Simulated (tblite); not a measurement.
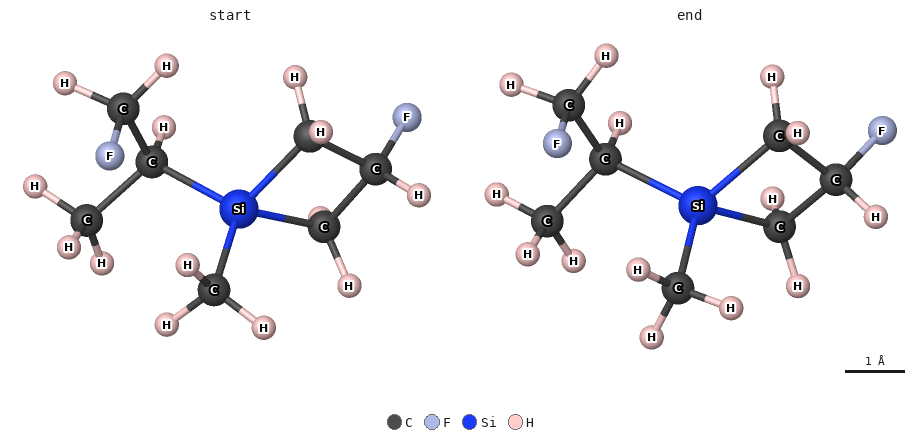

The structure of C7H14F2Si before (left) and after (right) a relaxation, at one scale.

The picture is a ball-and-stick view, seen at a tilt.

The calculation used GFN2-xTB geometry optimisation, gas phase (tblite). 

Summarise the run.

After 115 geometry steps the energy has fallen by 21.9 kcal/mol. The atom that moves furthest after the best rigid fit is an H atom (0.61 Å). By element the largest moves are H 0.61 Å, F 0.37 Å, C 0.26 Å, Si 0.10 Å. Near-neighbour distances that change, for instance: C–Si 1.818 → 1.918 Å, C–Si 1.863 → 1.918 Å, C–Si 1.846 → 1.899 Å, C–H 1.125 → 1.086 Å. Among the angles between lasting bonds that change: H–C–H 117.1° → 108.1°, Si–C–H 111.6° → 119.9°, C–C–H 105.9° → 113.7°. Groups turn about C–Si by about 25°.
